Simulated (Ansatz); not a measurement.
**Cu3Pt: relaxing cell and atoms**

The start is Cu3Pt, a structure type of another compound, with these elements put in. Where does it settle when we relax cell and atoms, and what is it like there?

Computed, not measured: Ansatz 0.2.0, DFT, r2SCAN, no spin polarisation, plane waves, PAW.

### Step 1. The system as given

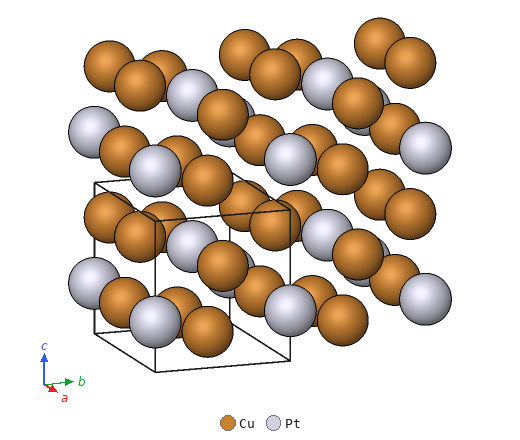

The structure slightly off an axis: copper orange, platinum light grey. 1×2×2 cells are drawn.

The structure is orthorhombic, space group Pmmn (No. 59). Conventional cell: a = 4.128 Å, b = 5.098 Å, c = 4.460 Å, α = 90.00°, β = 90.00°, γ = 90.00°. Cu (site symmetry m) is surrounded by 4 Pt at 2.54 to 2.57 Å and 8 Cu at 2.54 to 2.57 Å. Around Pt (site symmetry mm2) lie 12 Cu at 2.54 to 2.57 Å. Around Cu (site symmetry mm2) lie 8 Cu at 2.54 to 2.57 Å and 4 Pt at 2.55 Å.

As a file:

```xyz
8
Lattice="5.0984 0.0000 0.0000 0.0000 4.1281 0.0000 0.0000 0.0000 4.4600" Properties=species:S:1:pos:R:3 pbc="T T T"
Cu    1.2746    0.0000    3.7152
Cu    3.8238    0.0000    3.7152
Cu    3.8238    2.0640    0.7448
Cu    1.2746    2.0640    0.7448
Pt    0.0000    0.0000    1.4852
Pt    2.5492    2.0640    2.9748
Cu    0.0000    2.0640    2.9748
Cu    2.5492    0.0000    1.4852
```

It starts from an earlier solution of the starting cell (checkpoint.read).

### Step 2. The walk to rest

Input file input.yaml:

```yaml
crystal:
  lattice:
    - [5.09839763, 0.0, 0.0]
    - [0.0, 4.12808519, 0.0]
    - [0.0, 0.0, 4.46003397]
  atoms:
    - { symbol: Cu, position: [0.25, 0.0, 0.833] }
    - { symbol: Cu, position: [0.75, 0.0, 0.833] }
    - { symbol: Cu, position: [0.75, 0.5, 0.167] }
    - { symbol: Cu, position: [0.25, 0.5, 0.167] }
    - { symbol: Pt, position: [0.0, 0.0, 0.333] }
    - { symbol: Pt, position: [0.5, 0.5, 0.667] }
    - { symbol: Cu, position: [0.0, 0.5, 0.667] }
    - { symbol: Cu, position: [0.5, 0.0, 0.333] }
  symmetry: { tolerance: 0.0003 }
kpoints:
  mp_grid: { grid: [4, 5, 5], shift: [0, 0, 0] }
magnetization:
  spin_polarized: false
scf:
  occupations: { method: gaussian, width: 0.0976 }
  lower_state_search: "off"
hamiltonian:
  pseudopotentials: { kind: paw }
  xc: r2scan
basis:
  ecutwfc: 500
  fft_grid_basis: typed
relax:
  max_steps: 60
  cell: { p_target: 0.0 }
  f_tol: 0.03
output:
  forces: true
  stress: true
  eigenvalues: true
  bader: true
  populations: true
  elf: true
  write_potential: true
  volumetric_format: npy
  dos:
    e_range: [-12, 8]
    de: 0.05
    projected: { site_lists: { Cu: [Cu], Pt: [Pt] } }
checkpoint:
  read: saved_state
```

Launch:

```bash
ansatz run input.yaml --threads 2 --pin off --max-ram 2560MiB --backend cpu --events-out ev --progress --plain --runs-dir out
```

What it wrote, cut to the lines that bear on the results:

```text
Warning: RAYON_NUM_THREADS=2 ignored (pool sized by the plan → 2); use --threads N
[...]
Pseudopotentials: kind: paw
Pseudopotential: Cu, paw, valence charge 19, recommended cutoff 500 eV (meta_gga), Cu.paw.azcp
Pseudopotential: Pt, paw, valence charge 18, recommended cutoff 500 eV (meta_gga), Pt.paw.azcp
Functional definition: r2SCAN
[...]
Crystal: 8 atoms, lattice volume = 93.869 Å³
Basis set: ecut = 500 eV, 2385 PW (Γ), exchange–correlation on 160×128×144 points (64 copies of the dense FFT grid, shifted against one another)
Bands: 90, of which v1, the nominal top of the filled ones, is band 75 counted from 1 (74 counted from 0)
Symmetry: 8 space group operations
Space group: Pmmn (ITA 59), of the structure as read, at distance tolerance 1.4e-3 Å
k-points: 27 of 100
[...]
SCF iter   1: F=-64861.782814 eV  HF=-64861.776906 eV  |F-HF|=5.91e-3  |Δ(HF+E_count)|=         —  Δρ=2.24e-3  dr2=2.24e-3  dr2_τ=1.89e-3  ethr=1.48e-6  ⟨swp⟩=3.1  Hψ=13435  notcnv=0
[...]
relax step   1: F+E_penalty+E_count = -64861.78365765 eV  Δ(F+E_penalty+E_count) = +0.000e0 eV  max|allowed force component| = 4.558e-1 eV/Å  Δτ_max = 0.0000 Å  P = +15.059 GPa  Ω = 93.869 Å³  (9 SCF iters, dr2 threshold 1.00e-7 eV, accepted)
[...]
relax step   4: F+E_penalty+E_count = -64862.10013398 eV  Δ(F+E_penalty+E_count) = -2.824e-3 eV  max|allowed force component| = 6.937e-3 eV/Å  Δτ_max = 0.0084 Å  P = +0.045 GPa  Ω = 100.194 Å³  energy of the carried Pulay correction = -3.569e-3 eV  (7 SCF iters, dr2 threshold 8.00e-7 eV, accepted)
[...]
relax step   5: F+E_penalty+E_count = -64862.10014610 eV  Δ(F+E_penalty+E_count) = -1.212e-5 eV  max|allowed force component| = 8.636e-4 eV/Å  Δτ_max = 0.0008 Å  P = -0.004 GPa  Ω = 100.218 Å³  energy of the carried Pulay correction = -3.582e-3 eV  (7 SCF iters, dr2 threshold 1.82e-8 eV, accepted)
[...]
SCF iter   1: F=-64862.104727 eV  HF=-64862.103375 eV  |F-HF|=1.35e-3  |Δ(HF+E_count)|=         —  Δρ=5.64e-4  dr2=1.51e-5  dr2_τ=3.03e-5  ethr=3.40e-8  ⟨swp⟩=3.0  Hψ=14163  notcnv=0
```

### Step 3. The log goes on

The log, continued:

```text
SCF iter   2: F=-64862.104739 eV  HF=-64862.104320 eV  |F-HF|=4.19e-4  |Δ(HF+E_count)|=   9.45e-4  Δρ=3.53e-4  dr2=3.05e-5  dr2_τ=3.39e-5  ethr=1.01e-8  ⟨swp⟩=2.0  Hψ=3697  notcnv=0
SCF iter   3: F=-64862.104729 eV  HF=-64862.104703 eV  |F-HF|=2.65e-5  |Δ(HF+E_count)|=   3.83e-4  Δρ=1.34e-4  dr2=6.25e-6  dr2_τ=3.58e-6  ethr=1.01e-8  ⟨swp⟩=2.0  Hψ=3984  notcnv=0
SCF iter   4: F=-64862.104749 eV  HF=-64862.104748 eV  |F-HF|=6.88e-7  |Δ(HF+E_count)|=   4.52e-5  Δρ=1.93e-5  dr2=1.26e-7  dr2_τ=3.97e-8  ethr=4.16e-9  ⟨swp⟩=2.0  Hψ=3589  notcnv=0
SCF iter   5: F=-64862.104748 eV  HF=-64862.104749 eV  |F-HF|=2.35e-7  |Δ(HF+E_count)|=   6.46e-7  Δρ=2.59e-5  dr2=4.02e-7  dr2_τ=1.75e-8  ethr=8.39e-11  ⟨swp⟩=2.0  Hψ=4454  notcnv=0
SCF iter   6: F=-64862.104749 eV  HF=-64862.104749 eV  |F-HF|=7.08e-8  |Δ(HF+E_count)|=   5.53e-9  Δρ=1.38e-5  dr2=9.90e-8  dr2_τ=1.27e-8  ethr=8.39e-11  ⟨swp⟩=2.0  Hψ=4344  notcnv=0
SCF iter   7: F=-64862.104749 eV  HF=-64862.104749 eV  |F-HF|=1.41e-8  |Δ(HF+E_count)|=   1.47e-7  Δρ=2.56e-6  dr2=3.67e-9  dr2_τ=1.53e-9  ethr=6.60e-11  ⟨swp⟩=2.0  Hψ=3564  notcnv=0
SCF iter   8: F=-64862.104749 eV  HF=-64862.104749 eV  |F-HF|=1.02e-9  |Δ(HF+E_count)|=   1.58e-8  Δρ=8.17e-7  dr2=3.65e-10  dr2_τ=2.42e-11  ethr=2.45e-12  ⟨swp⟩=2.0  Hψ=3589  notcnv=0
SCF iter   9: F=-64862.104749 eV  HF=-64862.104749 eV  |F-HF|=2.18e-11  |Δ(HF+E_count)|=   1.22e-9  Δρ=2.24e-7  dr2=4.67e-11  dr2_τ=2.57e-12  ethr=1.00e-12  ⟨swp⟩=6.0  Hψ=11024  notcnv=0
SCF 6 converged in 9 iterations: F = -64862.104749 eV  dr2 = 4.67e-11
relax step   6: F+E_penalty+E_count = -64862.10474872 eV  Δ(F+E_penalty+E_count) = -4.603e-3 eV  max|allowed force component| = 7.770e-4 eV/Å  Δτ_max = 0.0000 Å  P = +0.045 GPa  Ω = 100.218 Å³  stress off target by 5.94e-2 GPa  SCF on the basis re-selected at this cell (its energy is not comparable with the rows above)  (9 SCF iters)
[... 11 lines left out ...]
relax step   7: F+E_penalty+E_count = -64862.10473909 eV  Δ(F+E_penalty+E_count) = +9.635e-6 eV  max|allowed force component| = 1.066e-4 eV/Å  Δτ_max = 0.0001 Å  P = -0.000 GPa  Ω = 100.242 Å³  energy of the carried Pulay correction = -1.359e-5 eV  (6 SCF iters, dr2 threshold 8.83e-9 eV, accepted)
[... 7 lines left out ...]
relax step   8: F+E_penalty+E_count = -64862.10475015 eV  Δ(F+E_penalty+E_count) = -1.107e-5 eV  max|allowed force component| = 1.043e-4 eV/Å  Δτ_max = 0.0000 Å  P = -0.000 GPa  Ω = 100.242 Å³  stress off target by 6.91e-4 GPa  SCF on the basis re-selected at this cell (its energy is not comparable with the rows above)  (4 SCF iters)
basis re-selected at this cell: Δ(F+E_penalty+E_count) = -1.107e-5 eV, ΔP = +0.000 GPa vs the last step (what re-selecting the basis moved, of the pressure what is left beyond the Pulay correction that the steps carried, after the strain that the cell walked since its last selection, with what the two solves' SCF thresholds leave and, on support functions, any second-order correction that the steps lacked; it is no measure of the basis error at this ecutwfc). This SCF's stress stands 6.91e-4 GPa from its target on what of the cell is left free (relax.cell.stress_tol is 5.00e-2 GPa) and its largest allowed force component is 1.04e-4 eV/Å (relax.f_tol is 3.00e-2 eV/Å): within both
SCF converged after 4 iterations
Free energy (F): -64862.104750 eV
Harris-Foulkes:  -64862.104750 eV  (|F-HF|=5.09e-11)
Internal energy: -64862.095671 eV  (E = F + TS)
E sigma→0 (E₀):  -64862.100211 eV
Entropy (-TS):   -0.009079 eV (-1.135 meV/atom)
Fermi energy:    18.523261 eV
--- Per-component energies (eV) ---
  E_band       = -2515.019232
  E_kinetic    = 3078.953543
  E_local      = -27514.212524  (includes V_loc(G=0)·N_el)
  E_nonlocal   = 2788.931215
  E_hartree    = 12010.011204
  E_xc         = -1003.585552
  E_vxc        = -1423.378818  (∫ρ·V_xc dr)
  E_paw        = -29039.292228  (= ΣΔE_a)
  E_vpaw       = -3562.064545  (= ΣTr[D̂ρ^β])
  E_aug_tail   = 0.001019  (compensation charges beyond the density's cutoff)
  E_vtau       = 96.728808  (kinetic-family band-sum trace: ∫τ·v_τ [+ j·A + Jᵃ·Aᵃ] dr)
  E_ewald      = -25180.632712
  E_core_change = -2.269637  (= ΣΔE_core)
  E_smearing   = -0.009079  (= −TS)
  E_closure    = -0.000000  (closes the sum)
  Σ components = -64862.104750   (vs F -64862.104750, Δ=0.00e0)
--- Forces (eV/Å), atoms counted from 1 ---
  atom   1  Cu    -0.00002067     0.00000000     0.00006602
  atom   2  Cu     0.00002067     0.00000000     0.00006602
  atom   3  Cu    -0.00002067     0.00000000    -0.00006602
  atom   4  Cu     0.00002067     0.00000000    -0.00006602
  atom   5  Pt     0.00000000     0.00000000     0.00000447
  atom   6  Pt     0.00000000     0.00000000    -0.00000447
  atom   7  Cu     0.00000000     0.00000000     0.00010433
  atom   8  Cu     0.00000000     0.00000000    -0.00010433
  max |Σ_I F_I| component: 0.00e0 eV/Å
--- Stress (GPa, compression-positive) ---
       -0.000691       0.000000       0.000000
        0.000000       0.000464       0.000000
        0.000000       0.000000      -0.000150
  P = ⅓ Tr σ = -0.0001 GPa (-0.001 kbar)
--- Band table (eV; the first three rows and the last of 27) ---
  k-point 0: bands = ["-97.6538", "-97.6484", "-97.6483", "-97.6449", "-97.6402", "-97.6383", "-81.5208", "-81.5206", "-53.5146", "-53.5111", "-53.5038", "-53.5021", "-53.5012", "-53.4883", "-53.4826", "-53.4812", "-53.4771", "-53.4723", "-53.4668", "-53.4617", "-53.4565", "-53.4552", "-53.4534", "-53.4491", "-53.4486", "-53.4426", "-35.1950", "-35.1868", "-35.1642", "-35.1621", "-35.1618", "-35.1571", "8.7331", "12.5606", "12.8841", "13.3774", "13.4765", "13.6189", "13.6488", "13.6674", "14.0583", "14.2297", "14.2410", "14.2772", "14.7197", "14.9949", "15.4203", "15.4949", "15.5276", "15.5619", "15.5906", "15.6299", "15.6919", "15.7159", "15.7938", "15.8536", "15.8556", "15.8639", "15.9194", "15.9404", "16.2011", "16.2224", "16.4695", "16.8208", "16.8685", "16.9455", "17.2764", "17.4094", "17.4922", "17.5108", "17.5497", "17.5792", "17.8019", "17.9009", "18.3308", "19.2533", "19.4933", "21.2939", "23.7463", "25.1186", "25.6413", "25.8345", "26.0704", "26.2741", "27.0255", "27.3308", "27.4537", "27.5338", "27.5497", "30.3833"]
[... 3 lines left out ...]
--- Relaxed structure (6 steps of the walk, 6 accepted, 2 SCFs on fresh bases) ---
  F+E_penalty+E_count = -64862.10475015 eV   max|allowed force component| = 1.043e-4 eV/Å   (the final SCF, on the basis selected at the relaxed cell)
  cell:  # Å, volume = 100.2425 Å³
    - [5.205006393815367, 0.0, 0.0]
    - [0.0, 4.279706889597616, 0.0]
    - [0.0, 0.0, 4.50004061917637]
  atoms:
    - { symbol: Cu, position: [0.25242675378740304, 0.0, 0.8345642337035336] }
    - { symbol: Cu, position: [0.7475732462125969, 0.0, 0.8345642337035336] }
    - { symbol: Cu, position: [0.7524267537874029, 0.5, 0.16543576629646636] }
    - { symbol: Cu, position: [0.24757324621259688, 0.5, 0.16543576629646636] }
    - { symbol: Pt, position: [-3.455651477479901e-20, 0.0, 0.3325947061490488] }
    - { symbol: Pt, position: [0.5, 0.5, 0.6674052938509515] }
    - { symbol: Cu, position: [-3.4556514774798864e-20, 0.5, 0.6748312223618597] }
    - { symbol: Cu, position: [0.5, 0.0, 0.32516877763814056] }
--- Löwdin populations: 8 sites ---
  site symbol       q [e]
     0     Cu     18.7045
     1     Cu     18.7045
     2     Cu     18.7045
     3     Cu     18.7045
     4     Pt     18.3542
     5     Pt     18.3542
     6     Cu     18.7111
     7     Cu     18.7111
  spilling = 0.007011 (of n_electrons = 150.000000)
--- Bader charges: 8 sites ---
  site symbol  charge [e]  shift [e]
     0     Cu      0.2321     0.0031
     1     Cu      0.2321     0.0031
     2     Cu      0.2321     0.0031
     3     Cu      0.2321     0.0031
     4     Pt     -0.6922     0.0090
     5     Pt     -0.6922     0.0090
     6     Cu      0.2281     0.0029
     7     Cu      0.2280     0.0029
  estimated error of the sums over rays = 3.5e-4 e
```

Wall time 2.7 min (2 threads of Intel Xeon Platinum 8488C (Sapphire Rapids), shared host); peak memory 0.81 GiB.

The steps of the relaxation:

```tsv
step	energy from step 1 (eV/cell)	largest force component (eV/Å)	pressure (GPa)	volume (Å³)
1	0.0000	0.4558	15.06	93.87
2	-0.2951	0.1378	2.84	98.83
3	-0.3137	0.0528	0.28	100.09
4	-0.3165	0.0069	0.04	100.19
5	-0.3165	0.0009	0.00	100.22
6	-0.3211	0.0008	0.05	100.22
7	-0.3211	0.0001	0.00	100.24
8	-0.3211	0.0001	0.00	100.24
```

Step 1 is the start. Steps 6, 8 repeat the geometry before on a plane-wave basis chosen anew for that cell, so the energy can jump there without any move; the table keeps such jumps.

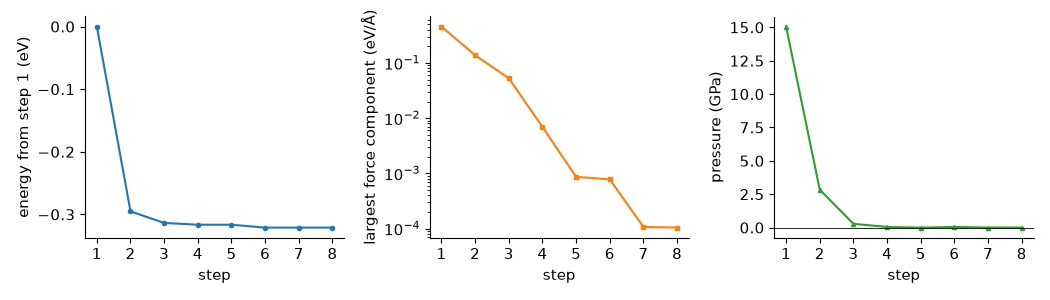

How energy and force, and the pressure, went from step to step.

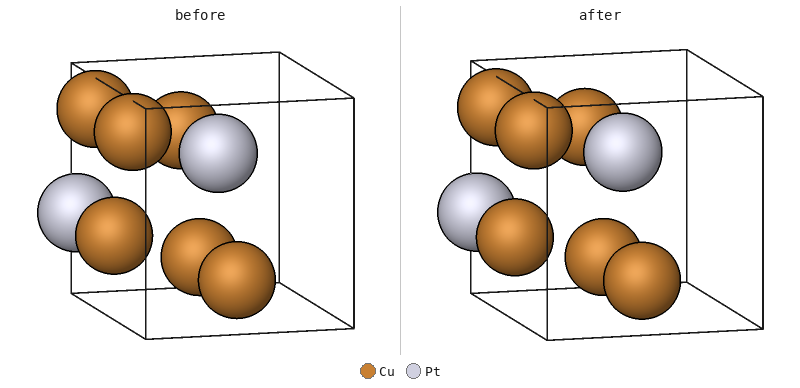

Before and after, at one scale. Each atom of the cell is drawn once.

| input's cell | before | after | change |
| --- | --- | --- | --- |
| a (Å) | 5.098 | 5.205 | +2.1 % |
| b (Å) | 4.128 | 4.280 | +3.7 % |
| c (Å) | 4.460 | 4.500 | +0.9 % |
| volume (Å³/atom) | 11.73 | 12.53 | +6.8 % |

The largest move, 0.04 Å, apart from the change of the cell, is shared by several atoms, Cu7 among them.

### Step 4. Density of states

States per cell by energy window, from dos.tsv and pdos.tsv (tetrahedra; eV from the Fermi level):

```tsv
from	to	total	Cu s	Cu d	Pt d
-4.5	-4.0	6.45	0.16	3.47	2.66
-4.0	-3.5	5.10	0.21	3.24	1.50
-3.5	-3.0	8.80	0.16	7.55	0.91
-3.0	-2.5	14.43	0.24	12.75	1.20
-2.5	-2.0	10.80	0.17	9.62	0.81
-2.0	-1.5	8.50	0.14	7.35	0.88
-1.5	-1.0	8.05	0.19	5.35	2.40
-1.0	-0.5	5.90	0.16	3.17	2.38
-0.5	0.0	1.38	0.25	0.51	0.39
0.0	0.5	1.25	0.31	0.35	0.25
0.5	1.0	1.21	0.30	0.24	0.19
1.0	1.5	0.97	0.26	0.15	0.14
1.5	2.0	0.91	0.26	0.11	0.12
2.0	2.5	1.04	0.29	0.10	0.11
2.5	3.0	1.05	0.28	0.08	0.09
3.0	3.5	1.03	0.27	0.07	0.07
```

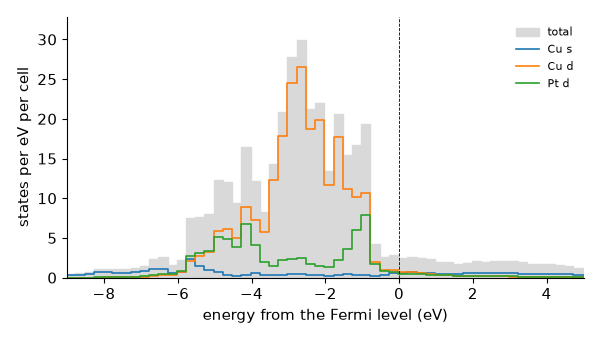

Total and projected density of states, in bins of 0.25 eV.

### Step 5. Atomic charges

By element, from the tables in the log (a charge is positive for electrons lost): Löwdin charges also hold the electrons that the projection spills.

```tsv
element	atoms	Bader charge (e)	Bader volume (Å³)	Löwdin charge (e)
Cu	6	+0.23	10.8	+0.29 to +0.30
Pt	2	-0.69	17.8	-0.35
```

The Löwdin projection spills 0.7 % of the electrons and depends on the orbitals chosen; where it disagrees with Bader's partition, neither is an observable.

### Step 6. Fields in real space

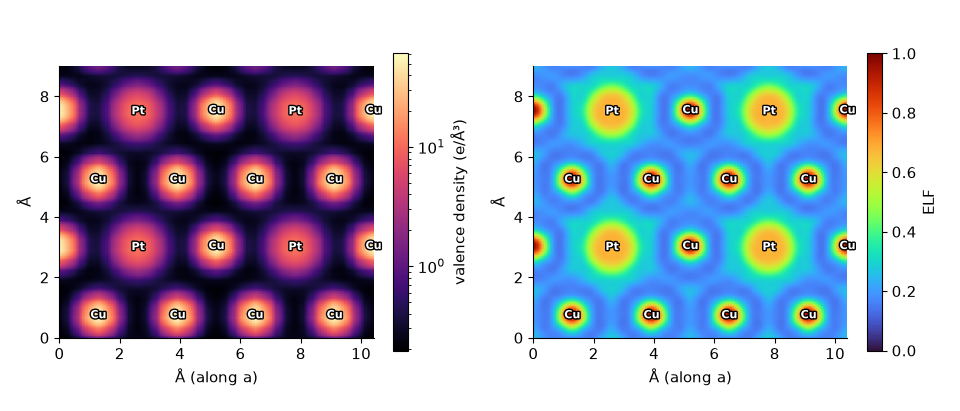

Valence density (left, log scale) and ELF (right) in the plane spanned by a and c at height 0.500 along b (axes of the input's cell); atoms within 0.2 Å are lettered, 2×2 cells. These are the smooth PAW fields, not the true ones near the nuclei.

Along short contacts, where the density is least:

```tsv
contact	length (Å)	minimum at (fraction)	density (e/Å³)	ELF
Cu1–Cu8	2.556	0.50	0.255	0.20
```

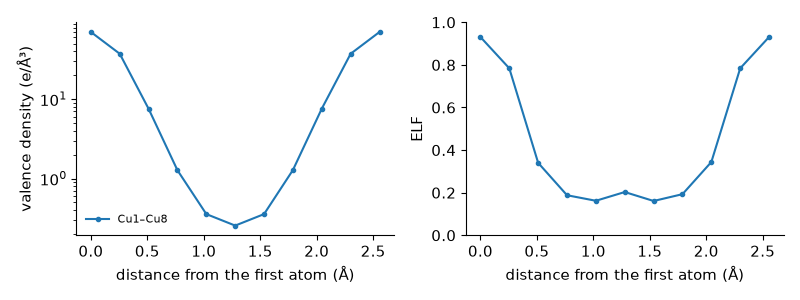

Smooth valence density and ELF along the contacts, at tenths of each length.

### Step 7. Results

```
                                                 quantity                                                                      value
                                                    moves                                                                          5
                                            energy gained                                                              39.6 meV/atom
                                             largest move                                                                0.04 Å (Cu)
                     space group (0.01 Å), before / after                                                                Pmmn / Pmmn
                                                     cell  a = 5.205 Å, b = 4.280 Å, c = 4.500 Å, α = 90.00°, β = 90.00°, γ = 90.00°
                                                   volume                                                     12.53 Å³/atom (+6.8 %)
                                      pressure at the end                                                                   0.00 GPa
           formation energy (elements from separate runs)                                                              -0.14 eV/atom
                                                character                                                                      metal
density of states, mean within 0.25 eV of the Fermi level                                                        2.7 per eV per cell
                                            Bader charges                                                       Cu +0.23, Pt -0.69 e
```

**Reading.** The volume grew by 6.8 %, and the largest move of an atom is 0.04 Å apart from the change of the cell; the energy fell by 39.6 meV per atom. The run held to 8 symmetry operations, so a lower structure without them is not ruled out. The cell is metallic; within 0.25 eV of the Fermi level the density of states averages 2.7 per eV per cell, mostly Cu d (31 %), Cu s (23 %) and Pt d (21 %). Cu loses most charge (+0.23 e on average) and Pt gains most (-0.69 e). Against the elements' reference phases (Cu fcc, Pt fcc; separate runs with the same functional) the formation energy is -0.14 eV per atom, so it holds against falling apart into elements.

Caveats: the k mesh is coarse for a cell without a gap.
